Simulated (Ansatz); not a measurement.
The reference is HfO$_{2}$ in the fluorite structure (space group Fm-3m, No. 225; a = 5.001 Å). Axes: x, y, z lie along the cube axes.

Structures relaxed with Ansatz (a program for electronic structure) LDA, no SOC.

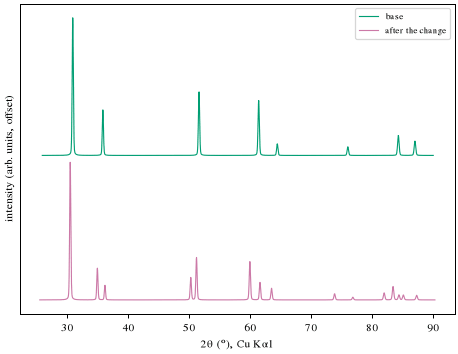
Figure: Simulated powder patterns before (top) and after one change

Question: Name the change that was made.
A) biaxial strain −0.50 %, plane normal [001], relaxed out of plane
B) biaxial strain +2.50 %, plane normal [001], relaxed out of plane
C) biaxial strain −2.00 %, plane normal [001], relaxed out of plane
D) biaxial strain +1.00 %, plane normal [001], relaxed out of plane

Answer: B, biaxial strain +2.50 %, plane normal [001], relaxed out of plane. Its volume per atom is 10.85 Å³ against 10.42 Å³, and its space group is I4/mmm (No. 139).

Whether these cells are dynamically stable was not tested. This is not the structure that HfO2 has at room temperature and ambient pressure.
